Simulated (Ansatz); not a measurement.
# Phonons of ReSe (built on the sites of a database entry of MnS) against volume

Wanted: mode Grüneisen parameters of ReSe (built on the sites of a database entry of MnS).

Calculated with Ansatz 0.2.0; DFT r2SCAN, scalar-relativistic, plane waves, PAW.

The structure was built from a prototype and need not be the compound's stable phase.

**1. Set-up**

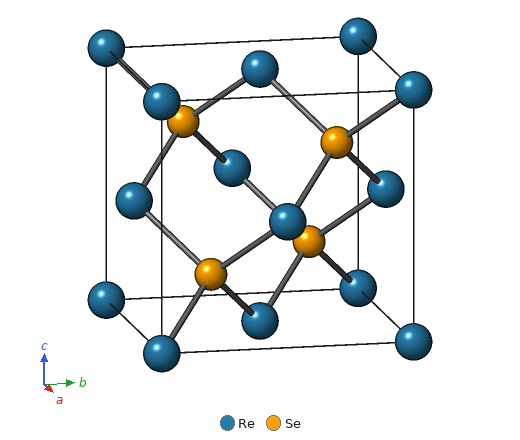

The starting structure, seen slightly off an axis (rhenium blue, selenium orange). This picture shows the conventional cell, with its axes. Bonds to atoms that aren't drawn are left out. Some periodic images of atoms are drawn too.

Coordinates:

```cif
data_structure
_symmetry_space_group_name_H-M 'P 1'
_symmetry_Int_Tables_number 1
_cell_length_a 3.8972
_cell_length_b 3.8972
_cell_length_c 3.8972
_cell_angle_alpha 60.000
_cell_angle_beta 60.000
_cell_angle_gamma 60.000
_cell_volume 41.86
loop_
_atom_site_label
_atom_site_type_symbol
_atom_site_fract_x
_atom_site_fract_y
_atom_site_fract_z
_atom_site_occupancy
Re1 Re 0.00000 0.00000 0.00000 1
Se2 Se 0.25000 0.25000 0.25000 1
```

**2. Response at finite wavevector**

The cell comes from relaxations at this level that are not shown. Stability and thermal properties need the whole zone. Linear response on a 2×2×2 q mesh gives force constants as far as a supercell of that size would.

File input.yaml:

```yaml
crystal:
  lattice:
    - [0.0, 2.7557491343, 2.7557491343]
    - [2.7557491343, 0.0, 2.7557491343]
    - [2.7557491343, 2.7557491343, 0.0]
  atoms:
    - { symbol: Re, position: [0.0, 0.0, 0.0] }
    - { symbol: Se, position: [0.25, 0.25, 0.25] }
kpoints:
  mp_grid: { grid: [12, 12, 12] }
hamiltonian:
  xc: r2scan
scf:
  occupations: { method: methfessel_paxton, width: 0.15 }
output:
  eigenvalues: true
phonons:
  method: dfpt
  qmesh: [2, 2, 2]
  temperatures: { t_max: 1000, t_step: 50 }
  qpath:
    path:
      - [[0.0, 0.0, 0.0], [-0.5, -0.5, 0.0], [-0.375, -0.375, 0.25]]
      - [[-0.375, 0.0, 0.375], [0.0, 0.0, 0.0], [0.0, 0.0, 0.5], [-0.5, -0.25, 0.25], [-0.5, -0.5, 0.0]]
    npoints: 10
```

On the command line:

```bash
$ ansatz run input.yaml --threads 4 --pin off --max-ram 7168MiB --backend cpu --events-out ev --progress --plain --runs-dir out
```

Numbers of over 12 decimals in the logs are rounded to 6 here.

What it wrote:

```text
Engine: ansatz 0.2.0, aarch64-unknown-linux-gnu
Pseudopotentials: kind: paw
Pseudopotential: Re, paw, valence charge 15, recommended cutoff 500 eV (meta_gga), Re.paw.azcp
Pseudopotential: Se, paw, valence charge 16, recommended cutoff 500 eV (meta_gga), Se.paw.azcp
Functional definition: r2SCAN
  parameter k0 = 0.174
  parameter k1 = 0.065
  parameter a1 = 4.9479
  exchange = r2scan_x(k0 = k0, k1 = k1, a1 = a1)
  correlation = r2scan_c
Crystal: 2 atoms, lattice volume = 41.855 Å³
Basis set: ecut = 500 eV, 1067 PW (Γ), exchange–correlation on 150×150×150 points (125 copies of the dense FFT grid, shifted against one another)
Bands: 20, of which v1, the nominal top of the filled ones, is band 16 counted from 1 (15 counted from 0)
Symmetry: 24 space group operations
k-points: 280 of 1728 (irreducible under 4 space group operations, time reversal used)
Non-local potential: Re, projectors of the file, l = 0: 3, l = 1: 2, l = 2: 2, l = 3: 1
Non-local potential: Se, projectors of the file, l = 0: 2, l = 1: 2, l = 2: 3, l = 3: 1
PAW form: soft (Blöchl's): semilocal exchange-correlation on the pseudo side does not see the compensation charge
PAW frozen core: Re, regenerated for the run's functional (the file was generated under x = pbe(κ = 0.804, μ = 0.219515), c = pbe(β = 0.066725))
PAW frozen core: Se, regenerated for the run's functional (the file was generated under x = pbe(κ = 0.804, μ = 0.219515), c = pbe(β = 0.066725))
PAW one-centre angular grid: Re, 590 points (default); XC on 160 Gauss nodes
PAW one-centre angular grid: Se, 590 points (default); XC on 160 Gauss nodes
Initial density: superposition of atomic densities (neutral atoms: chi_scale 0, normalization atom), corrected by the library's trained network
Initial wavefunctions: pseudopotential atomic-orbital guess
Functional: x = r2scan, c = r2scan; τ floored in thin density (d = 2e-4 eV/Å³)
SCF iter   1: F=—  HF=-16357.349562 eV  |F-HF|=—  |Δ(HF+E_count)|=         —  Δρ=1.05e-2  dr2=3.33e-2  dr2_τ=8.48e-2  ethr=1.77e-3  ⟨swp⟩=5.0  Hψ=25774  notcnv=0
preconditioner: auto → LDOS  [metal: Δε(μ)=0.056 eV  Ē_g=9.535 eV  σ=0.150 eV  W_gap=0.31  n_scr=14 (ndim 8)  ℏωp=20.7 eV  f_vac=0.018  D(μ)=1.76/eV (n_scr^D=14)  β→1.0]
SCF iter   2: F=—  HF=-16357.382260 eV  |F-HF|=—  |Δ(HF+E_count)|=   3.27e-2  S|Δr|=    0.00e0  Δρ=2.72e-3  dr2=1.46e-3  dr2_τ=1.20e-3  ethr=1.07e-4  ⟨swp⟩=2.0  Hψ=12935  notcnv=0  defer=57
SCF iter   3: F=—  HF=-16357.383631 eV  |F-HF|=—  |Δ(HF+E_count)|=   1.37e-3  S|Δr|=    0.00e0  Δρ=8.84e-4  dr2=4.97e-4  dr2_τ=3.48e-5  ethr=4.70e-6  ⟨swp⟩=2.0  Hψ=9597  notcnv=0  defer=57
SCF iter   4: F=—  HF=-16357.383128 eV  |F-HF|=—  |Δ(HF+E_count)|=   5.03e-4  S|Δr|=    0.00e0  Δρ=4.02e-4  dr2=9.61e-5  dr2_τ=1.86e-5  ethr=1.60e-6  ⟨swp⟩=2.0  Hψ=9597  notcnv=0  defer=57
SCF iter   5: F=—  HF=-16357.383127 eV  |F-HF|=—  |Δ(HF+E_count)|=   6.88e-7  S|Δr|=    0.00e0  Δρ=1.72e-4  dr2=8.90e-6  dr2_τ=5.84e-7  ethr=3.10e-7  ⟨swp⟩=3.0  Hψ=9637  notcnv=0  defer=57
SCF iter   6: F=—  HF=-16357.383136 eV  |F-HF|=—  |Δ(HF+E_count)|=   8.80e-6  S|Δr|=    0.00e0  Δρ=2.43e-5  dr2=1.01e-7  dr2_τ=1.02e-7  ethr=2.87e-8  ⟨swp⟩=2.0  Hψ=7158  notcnv=0  defer=57
SCF iter   7: F=—  HF=-16357.383137 eV  |F-HF|=—  |Δ(HF+E_count)|=   4.50e-7  S|Δr|=    0.00e0  Δρ=5.21e-6  dr2=1.13e-8  dr2_τ=1.80e-9  ethr=3.27e-10  ⟨swp⟩=2.0  Hψ=9918  notcnv=0  defer=57
SCF iter   8: F=—  HF=-16357.383137 eV  |F-HF|=—  |Δ(HF+E_count)|=   1.35e-8  S|Δr|=    0.00e0  Δρ=1.34e-6  dr2=5.25e-10  dr2_τ=4.87e-11  ethr=3.65e-11  ⟨swp⟩=2.0  Hψ=7177  notcnv=0  defer=57
SCF iter   9: F=—  HF=-16357.383137 eV  |F-HF|=—  |Δ(HF+E_count)|=   1.48e-9  S|Δr|=    0.00e0  Δρ=1.91e-7  dr2=1.05e-11  dr2_τ=6.38e-13  ethr=1.69e-12  ⟨swp⟩=2.1  Hψ=7580  notcnv=0  defer=57
SCF iter  10: F=-16357.383137 eV  HF=-16357.383137 eV  |F-HF|=5.46e-12  |Δ(HF+E_count)|=  3.09e-11  S|Δr|=    0.00e0  Δρ=1.50e-8  dr2=7.60e-14  dr2_τ=5.94e-15  ethr=1.00e-12  ⟨swp⟩=7.0  Hψ=23246  notcnv=0
SCF 1 converged in 10 iterations: F = -16357.383137 eV  dr2 = 7.60e-14
  greatest PAW one-centre occupation: 1.000 electrons in one spin orbital (limit 2), on the Se atom at site 1 (counted from 0), in its partial waves of l = 2
phonons: the bands overlap, so this run is a metal and interpolates without the dipole-dipole term. If the crystal is really an insulator or semiconductor, its LO-TO splitting is missing
DFPT response loops at Γ: preconditioner auto → Kerker (q_TF=auto, 2.595 Å⁻¹) (partly filled bands, converged f_vac=0.018); β = 1.00, the filter's whole step (`scf.mixing.beta` (0.50) is not read by the response loops under this deck's `scf.mixing.preconditioner`; to damp them name `kerker` or `kerker_dos`, under which they read `scf.mixing.beta`, and type it under 1.00, their step now; both keys bind the ground state too); Broyden in place of MSR1
NSCF: frozen V_eff on 72 k-points
NSCF: frozen V_eff on 952 k-points
DFPT response loops at q = (0, 0, -0.5) (fractional): mixed as the last ones told, above
NSCF: frozen V_eff on 560 k-points
DFPT response loops at q = (0, -0.5, -0.5) (fractional): mixed as the last ones told, above
SCF converged after 10 iterations
Stability not checked: this state was not tested for a lower state beside it, because cold or Methfessel-Paxton smearing, or corrected tetrahedra, fill the levels in a way that the test cannot read (fill_not_monotonic; see scf.lower_state_search)
Free energy (F): -16357.383137 eV
Harris-Foulkes:  -16357.383137 eV  (|F-HF|=5.46e-12)
Internal energy: -16357.384786 eV  (E = F + TS)
E sigma→0 (E₀):  -16357.383549 eV
Entropy (-TS):   0.001650 eV (0.825 meV/atom)
Fermi energy:    13.310640 eV
--- Per-component energies (eV) ---
  E_band       = -572.771862
  E_kinetic    = 661.543397
  E_local      = -3652.277538  (includes V_loc(G=0)·N_el)
  E_nonlocal   = -538.120174
  E_hartree    = 1658.604282
  E_xc         = -482.955226
  E_vxc        = -443.578754  (∫ρ·V_xc dr)
  E_paw        = -10618.231090  (= ΣΔE_a)
  E_vpaw       = 59.590451  (= ΣTr[D̂ρ^β])
  E_aug_tail   = -0.000240  (compensation charges beyond the density's cutoff)
  E_vtau       = 22.862438  (kinetic-family band-sum trace: ∫τ·v_τ [+ j·A + Jᵃ·Aᵃ] dr)
  E_ewald      = -3383.712557
  E_core_change = -2.235641  (= ΣΔE_core)
  E_smearing   = 0.001650  (= −TS)
  E_closure    = 0.000000  (closes the sum)
  Σ components = -16357.383137   (vs F -16357.383137, Δ=0.00e0)
--- Band table (eV; the first three rows and the last of 280) ---
  k-point 0: bands = [... 12 lower, 7.6715, 12.3126, 12.3126, 14.8067, 18.4414, 18.4414, 18.4414, 21.4085]
  k-point 1: bands = [... 12 lower, 7.7061, 12.2848, 12.2848, 15.0752, 18.0387, 18.3803, 18.3803, 21.0603]
  k-point 2: bands = [... 12 lower, 7.7969, 12.2403, 12.2403, 15.6870, 17.0563, 18.1054, 18.1054, 20.5328]
  k-point 279: bands = [... 12 lower, 8.9409, 11.3727, 12.2840, 13.1020, 14.4825, 15.6543, 21.3940, 21.5645]
--- Phonons (Γ-DFPT): 2 representative perturbations + reference, on 280 of 1728 k-points (Σ response iterations 14) ---
  k mesh reduced under 4 symmetry operations, with k and −k counted as one. Each operation leaves every solved perturbation unchanged. A smaller set is not considered because the functional reads the kinetic-energy density
  ASR residual: 4.363e-5 → 0.000e0 eV/Å²; symmetrization residual: 4.628e-6 eV/Å²
  ASR residual per site (eV/Å²): 2.91e-5 4.36e-5
  Γ frequencies (cm⁻¹): 0.00 0.00 0.00 288.15 288.15 288.15
--- Phonons (arbitrary-q DFPT): 3 irreducible q on the 2×2×2 mesh ---
  q = [0.0000, 0.0000, 0.0000] (star 1, of the zone-centre solve; hermiticity 5.47e-7, symmetrization 1.45e-13): 0.00 0.00 0.00 288.15 288.15 288.15
  q = [0.0000, 0.0000, -0.5000] (star 4, 2 solved perturbations on 476 of 1728 k-point pairs; hermiticity 1.08e-6, symmetrization 1.41e-12): 20.73 20.73 134.50 257.75 275.48 275.48
  q = [0.0000, -0.5000, -0.5000] (star 3, 4 solved perturbations in 886 linear systems a pass and spin channel, the states on 280 of 1728 k-point pairs; hermiticity 4.25e-7, symmetrization 9.23e-13): 38.12 38.12 153.71 256.89 262.70 262.70
  sum rule: each row above includes the acoustic sum rule's correction from the zone centre's row sums; it moved no ω² by more than (0.39 cm⁻¹)²
  mesh force constants: q→R imaginary residual 2.01e-17; ASR residual 4.363e-5 → 0.000e0 eV/Å²; symmetrization residual 1.066e-14 eV/Å²
  interpolated dispersion: 62 rows × 6 modes
  density of states and harmonic sums: on the 20×20×20 q-mesh, interpolated from the force constants of a 2×2×2 supercell (no non-analytic term)
  largest difference from the sums on the solved wave vectors: F 7.31e-2 eV, S 1.05e-4 and C_V 3.23e-5 eV/K
  zero-point energy: 0.062088 eV/cell   skipped modes (ω ≤ 0): 3   left out of the sums: 6.25e-5 of the cell's modes: C_V's classical limit lies that fraction below 3 k_B per atom; for a crystal, a wire or a layer, F and S can be off by more, and a phonons.interpolated_qmesh denser along its periods is the remedy for the sampling
```

Elapsed: 4.9 min, on 4 threads of Arm Neoverse V2, shared host; peak memory 2 GiB.

In the SCF lines HF is the Harris–Foulkes energy and dr2 the Hartree energy of the density residual, in eV; the loop may stop once dr2 is under the threshold and the program's other checks hold. Hψ counts applications of the Hamiltonian.

This step gave:

```
volume per atom                                            : 20.93 Å³
gap on the k-mesh                                          : 0 eV
sum-rule residual before enforcement                       : 4.36e-5 eV/Å²
lowest frequency on the path                               : 0 cm⁻¹
point group                                                : -43m
highest frequency on the path or at a solved wavevector    : 288.1 cm⁻¹
mean frequency                                             : 166.9 cm⁻¹
Debye temperature (second moment)                          : 369 K
logarithmic mean frequency                                 : 115.3 cm⁻¹
highest optical mode at the zone centre (no LO-TO term)    : 288.1 cm⁻¹
lowest optical zone-centre mode                            : 288.1 cm⁻¹
lowest mode on the q mesh (acoustic modes at Γ apart)      : 20.73 cm⁻¹
zero-point energy per atom                                 : 31.04 meV
heat capacity at 300 K                                     : 23.20 J/(mol atoms K)
vibrational entropy at 300 K                               : 40.63 J/(mol atoms K)
edges of the widest gap between branches, on path and mesh : 153.7, 238 cm⁻¹
```

Frequencies (cm⁻¹) solved at each irreducible wavevector; negative means imaginary. Frequencies by wavevector, by row:

```csv
q in reciprocal lattice units,star,mode 1,mode 2,mode 3,mode 4,mode 5,mode 6
0 0 0,1,0,0,0,288.1,288.1,288.1
0 0 -0.5,4,20.7,20.7,134.5,257.8,275.5,275.5
0 -0.5 -0.5,3,38.1,38.1,153.7,256.9,262.7,262.7
```

Symmetry leaves 3 wavevectors to solve. The lowest mode among them, the acoustic zeros apart, lies at q = (0, 0, -0.5) and is real, 20.7 cm⁻¹.

**3. Relaxing at another volume, volume ratio 0.97**

The volume is scaled by 0.97 and held; symmetry leaves nothing to relax, so this is a single point. The modes can then be followed against volume.

input.yaml, the sections that differ from step 2:

```yaml
crystal:
  lattice:
    - [0.0, 2.7279113812, 2.7279113812]
    - [2.7279113812, 0.0, 2.7279113812]
    - [2.7279113812, 2.7279113812, 0.0]
  atoms:
    - { symbol: Re, position: [0.0, 0.0, 0.0] }
    - { symbol: Se, position: [0.25, 0.25, 0.25] }
output:
  forces: true
  stress: true
  eigenvalues: true
# kpoints, hamiltonian, scf: as in step 2
# phonons: removed
```

What it wrote:

```text
[...]
Crystal: 2 atoms, lattice volume = 40.600 Å³
Basis set: ecut = 500 eV, 965 PW (Γ), exchange–correlation on 120×120×120 points (64 copies of the dense FFT grid, shifted against one another)
Bands: 20, of which v1, the nominal top of the filled ones, is band 16 counted from 1 (15 counted from 0)
Symmetry: 24 space group operations
[...]
--- Band table (eV; the first three rows and the last of 72) ---
  k-point 0: bands = [... 12 lower, 8.0742, 12.8130, 12.8130, 15.4710, 19.1684, 19.1684, 19.1684, 22.1489]
  k-point 1: bands = [... 12 lower, 8.1107, 12.7829, 12.7829, 15.7466, 18.7558, 19.1174, 19.1174, 21.7711]
  k-point 2: bands = [... 12 lower, 8.2067, 12.7345, 12.7345, 16.3703, 17.7493, 18.8514, 18.8514, 21.1931]
  k-point 71: bands = [... 12 lower, 9.4338, 11.7969, 12.7902, 13.6522, 15.0748, 16.3111, 22.1130, 22.4046]
[key lines of the parts left out:]
SCF converged after 6 iterations
Free energy (F): -16357.364425 eV
Fermi energy:    13.859536 eV
P = ⅓ Tr σ = 4.9064 GPa (49.064 kbar)
```

Elapsed: 3 s, on 4 threads; peak memory 0.52 GiB; 11 s of CPU time.

Numbers from this step:

```
pressure        : 4.906 GPa
volume per atom : 20.30 Å³
```

The run ends at a pressure of 4.91 GPa.

**4. Phonons at the other volume, volume ratio 0.97**

The phonons are repeated at this volume on the same k and q meshes.

input.yaml, the sections that differ from step 3:

```yaml
output:
  eigenvalues: true
phonons:
  method: dfpt
  qmesh: [2, 2, 2]
  temperatures: { t_max: 1000, t_step: 50 }
  qpath:
    path:
      - [[0.0, 0.0, 0.0], [-0.5, -0.5, 0.0], [-0.375, -0.375, 0.25]]
      - [[-0.375, 0.0, 0.375], [0.0, 0.0, 0.0], [0.0, 0.0, 0.5], [-0.5, -0.25, 0.25], [-0.5, -0.5, 0.0]]
    npoints: 10
# crystal, kpoints, hamiltonian, scf: as in step 3
```

What it wrote:

```text
[...]
Crystal: 2 atoms, lattice volume = 40.600 Å³
Basis set: ecut = 500 eV, 965 PW (Γ), exchange–correlation on 150×150×150 points (125 copies of the dense FFT grid, shifted against one another)
Bands: 20, of which v1, the nominal top of the filled ones, is band 16 counted from 1 (15 counted from 0)
Symmetry: 24 space group operations
k-points: 280 of 1728 (irreducible under 4 space group operations, time reversal used)
[...]
SCF iter   1: F=—  HF=-16357.329070 eV  |F-HF|=—  |Δ(HF+E_count)|=         —  Δρ=9.92e-3  dr2=3.19e-2  dr2_τ=9.01e-2  ethr=1.77e-3  ⟨swp⟩=5.1  Hψ=25741  notcnv=0
[...]
SCF iter   9: F=-16357.364426 eV  HF=-16357.364426 eV  |F-HF|=1.27e-11  |Δ(HF+E_count)|=   1.29e-9  S|Δr|=    0.00e0  Δρ=1.82e-7  dr2=9.24e-12  dr2_τ=6.33e-13  ethr=1.00e-12  ⟨swp⟩=5.8  Hψ=29182  notcnv=0
SCF 1 converged in 9 iterations: F = -16357.364426 eV  dr2 = 9.24e-12
[...]
NSCF: frozen V_eff on 72 k-points
[...]
SCF converged after 9 iterations
[...]
Free energy (F): -16357.364426 eV
[...]
Internal energy: -16357.365993 eV  (E = F + TS)
E sigma→0 (E₀):  -16357.364818 eV
Entropy (-TS):   0.001568 eV (0.784 meV/atom)
Fermi energy:    13.859609 eV
[...]
--- Band table (eV; the first three rows and the last of 280) ---
  k-point 0: bands = [... 12 lower, 8.0742, 12.8131, 12.8131, 15.4710, 19.1685, 19.1685, 19.1685, 22.1489]
  k-point 1: bands = [... 12 lower, 8.1107, 12.7830, 12.7830, 15.7466, 18.7559, 19.1175, 19.1175, 21.7711]
  k-point 2: bands = [... 12 lower, 8.2068, 12.7345, 12.7345, 16.3703, 17.7493, 18.8515, 18.8515, 21.1931]
  k-point 279: bands = [... 12 lower, 9.4339, 11.7969, 12.7902, 13.6523, 15.0749, 16.3112, 22.1131, 22.4047]
[...]
ASR residual: 7.310e-5 → 0.000e0 eV/Å²; symmetrization residual: 1.043e-7 eV/Å²
  ASR residual per site (eV/Å²): 7.31e-5 3.34e-7
  Γ frequencies (cm⁻¹): 0.00 0.00 0.00 302.56 302.56 302.56
--- Phonons (arbitrary-q DFPT): 3 irreducible q on the 2×2×2 mesh ---
[...]
interpolated dispersion: 62 rows × 6 modes
[...]
zero-point energy: 0.063045 eV/cell   skipped modes (ω ≤ 0): 199, of them read as no rigid motion or as one in doubt: 196 (7.728e-1 modes/cell left out, lowest -12.98 cm⁻¹)   left out of the sums: 1.29e-1 of the cell's modes: C_V's classical limit lies that fraction below 3 k_B per atom; for a crystal, a wire or a layer, F and S can be off by more, and a phonons.interpolated_qmesh denser along its periods is the remedy for the sampling
```

Wall time 4.7 min (4 threads); peak memory 2 GiB; 19 min of CPU time.

Numbers from this step:

```
sum-rule residual before enforcement                    : 7.31e-5 eV/Å²
lowest frequency on the path                            : -12.98 cm⁻¹
highest frequency on the path or at a solved wavevector : 302.6 cm⁻¹
highest optical mode at the zone centre (no LO-TO term) : 302.6 cm⁻¹
lowest optical zone-centre mode                         : 302.6 cm⁻¹
lowest mode on the q mesh (acoustic modes at Γ apart)   : -12.98 cm⁻¹
```

Frequencies (cm⁻¹) solved at each irreducible wavevector; negative means imaginary. Frequencies by wavevector, by row:

```csv
q in reciprocal lattice units,star,mode 1,mode 2,mode 3,mode 4,mode 5,mode 6
0 0 0,1,0,0,0,302.6,302.6,302.6
0 0 -0.5,4,-13,-13,137.7,271.7,290.6,290.6
0 -0.5 -0.5,3,16.3,16.3,161.5,269.1,279.3,279.3
```

The highest optical mode at the zone centre (no LO-TO term) is 302.6 cm⁻¹, +14.4 cm⁻¹ against the base run.

(Continued in part 2 of 2.)

[Logs are printed without paths, hosts, clocks, repeated set-up lines and the standing remarks that a program may print on its own settings, such as how far it seeks lower states.]

[Hosts, paths, dates, database ids (printed as entryN), source tags and the programs' standing remarks are cut or masked in the printed files.]
